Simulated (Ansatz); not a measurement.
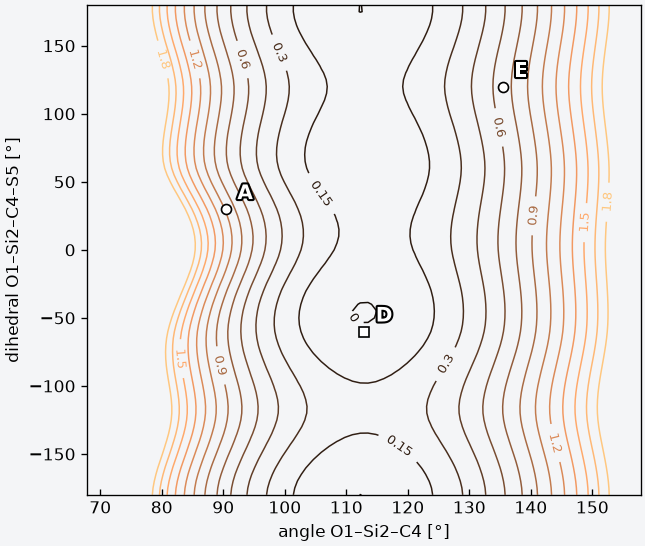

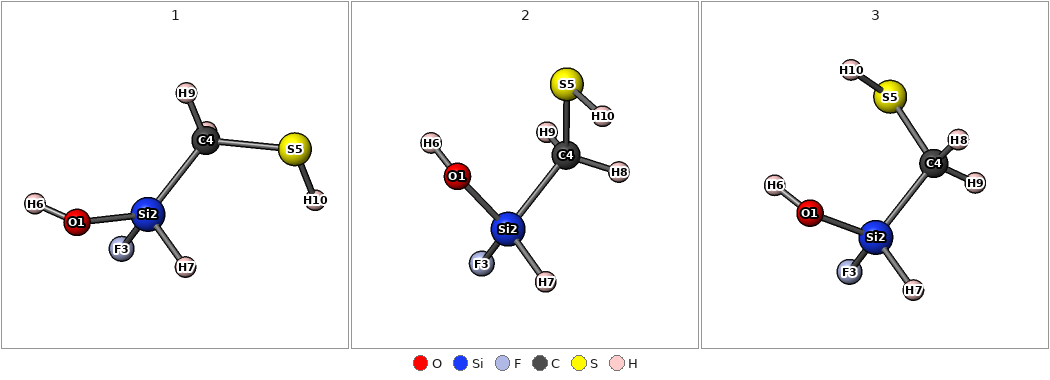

CH5FOSSi, SMILES O[SiH](F)CS. The first coordinate is: angle O1–Si2–C4; the second: dihedral O1–Si2–C4–S5. Nothing is relaxed (all other coordinates rigid). The grid has 13 × 12 points. Points are written as (first, second). All energies are given in eV relative to the lowest grid point. Method: RHF/def2-TZVP in Ansatz.

The picture shows contour lines labelled in eV (none above 1.8), lettered points. Between grid points the surface is interpolated. The numbered pictures are the structures at these points, in random order.

Q: Which structure belongs to which point?

A: A is structure 2: (90.4°, 30°), 1.03 eV; D is structure 3: (112.9°, −60°), 0.010 eV; E is structure 1: (135.4°, 120°), 0.68 eV.
